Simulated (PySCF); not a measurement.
# Ti²⁺: dipole response in dyall-av2z

How polarisable is Ti²⁺ at the levels listed below?

Method: unrestricted determinants in a Gaussian basis, no spin-orbit coupling in the energies. Code: PySCF 2.14.0.

## (1) The atom as given

```
Element     : titanium (Z = 22)
Basis       : dyall-av2z (16s12p7d2f, 101 functions)
Hamiltonian : the non-relativistic Hamiltonian (point nucleus)
State 1     : Ti²⁺: [Ar] 3d2, high-spin 3F determinant
Methods     : wB97X-V
```

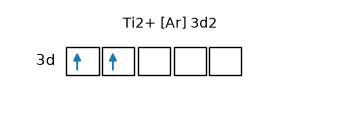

The shells outside the core, filled by Hund's rule for the drawing.

One driver process ran all states and methods and kept the integrals in memory. Each run is shown as a PySCF script that sums up its settings (the driver passes frozen orbitals as a list and adds second-order terms of double hybrids); the logs are those of the runs themselves. The driver starts from symmetry-adapted Hartree-Fock orbitals, holds the occupation by maximum overlap and uses a logarithmic radial grid for functionals, so a plain start would take other cycles.

The integrals over 101 functions and the set-up took 0.23 s of CPU time.

## (2) Ti²⁺, at wB97X-V

#### wB97X-V

input.py

```python
from pyscf import gto, scf, dft, mp, cc
import basis_set_exchange as bse
mol = gto.M(atom="Ti 0 0 0", charge=2, spin=2, symmetry="D2h",
            basis=gto.basis.parse(bse.get_basis("dyall-av2z", elements=["Ti"], fmt="nwchem")))
mf = dft.UKS(mol, xc="WB97X_V")
mf.irrep_nelec = {'Ag': (4, 3), 'B1g': (1, 0), 'B1u': (2, 2), 'B2u': (2, 2), 'B3u': (2, 2)}
mf.kernel()
```

What it wrote:

```text
damping factor = 0
level_shift factor = 0
DIIS = <class 'pyscf.scf.diis.CDIIS'>
diis_start_cycle = 1
diis_space = 10
diis_damp = 0
SCF conv_tol = 1e-09
SCF conv_tol_grad = None
number electrons alpha = 11  beta = 9
XC functionals = WB97X_V
    N. Mardirossian and M. Head-Gordon.,  Phys. Chem. Chem. Phys. 16, 9904-9924 (2014)
NLC functional = WB97X_V
cycle= 1 E= -848.498468464873  delta_E= -0.00762  |g|= 0.0179  |ddm|= 0.0492
cycle= 2 E= -848.498534367705  delta_E= -6.59e-05  |g|= 0.00792  |ddm|= 0.0111
cycle= 3 E= -848.498544372435  delta_E= -1e-05  |g|= 0.0016  |ddm|= 0.00346
cycle= 4 E= -848.498544902735  delta_E= -5.3e-07  |g|= 0.000141  |ddm|= 0.000665
cycle= 5 E= -848.498544927129  delta_E= -2.44e-08  |g|= 4.28e-05  |ddm|= 0.000178
cycle= 6 E= -848.498544928126  delta_E= -9.97e-10  |g|= 3.34e-06  |ddm|= 4.14e-05
converged SCF energy = -848.498544928126  <S^2> = 2.0005098  2S+1 = 3.0003399
```

CPU time 68 s on a shared host, the integrals not counted.

Orbital energies by shell (radii are means over both spins):

| shell | electrons | mean orbital energy (eV) | spread (eV) | rms radius (bohr) |
| --- | --- | --- | --- | --- |
| 1s β | 1 | -4881.9 | 0 | 0.0813 |
| 1s α | 1 | -4881.8 | 0 | 0.0813 |
| 2s α | 1 | -559.55 | 0 | 0.355 |
| 2s β | 1 | -558.94 | 0 | 0.355 |
| 2p α | 3 | -469.94 | 0 | 0.323 |
| 2p β | 3 | -469.43 | 0 | 0.323 |
| 3s α | 1 | -85.027 | 0 | 1.09 |
| 3s β | 1 | -83.099 | 0 | 1.09 |
| 3p α | 3 | -60.774 | 0 | 1.18 |
| 3p β | 3 | -58.632 | 0 | 1.18 |
| 3d α | 2 | -25.244 | 0 | 1.57 |

⟨S²⟩ = 2.001, ⟨L²⟩ = 12.01.

The driver then solved the coupled dipole response at imaginary frequencies: mean α = 4.739 bohr³, C₆ = 14.19 au for a like pair.

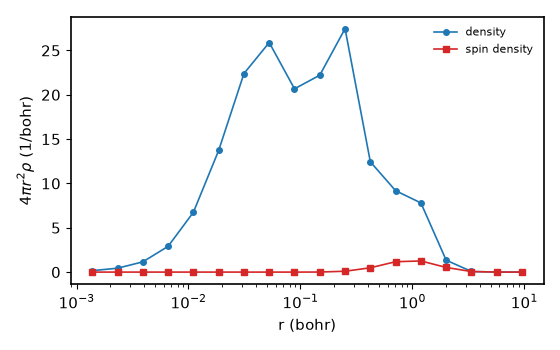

Radial density 4πr²ρ of Ti²⁺ at wB97X-V, at 18 stored radii joined by straight lines.

## (3) Polarisabilities and C₆

Ti²⁺, in atomic units:

| method | mean α | C₆ (like pair) | S(−4) |
| --- | --- | --- | --- |
| wB97X-V | 4.739 | 14.19 | 18.74 |

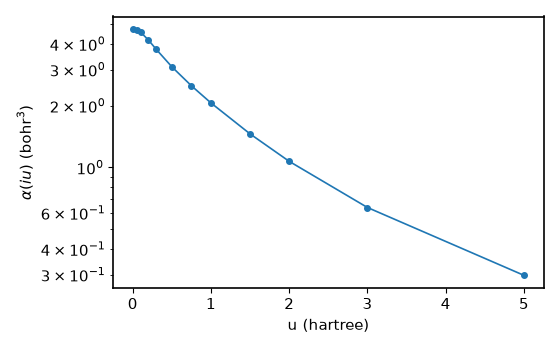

α(iu) of Ti²⁺, the polarisability at imaginary frequency, on a logarithmic scale.

## (4) Outcome

| quantity | value |
| --- | --- |
| α of Ti²⁺ | 4.739 (wB97X-V) bohr³ |

In words: A single London oscillator with the computed α and C₆ of Ti²⁺ at wB97X-V would have ω = 4 C₆ / (3 α²) = 0.842 hartree. The basis is finite, and no extrapolation was made.
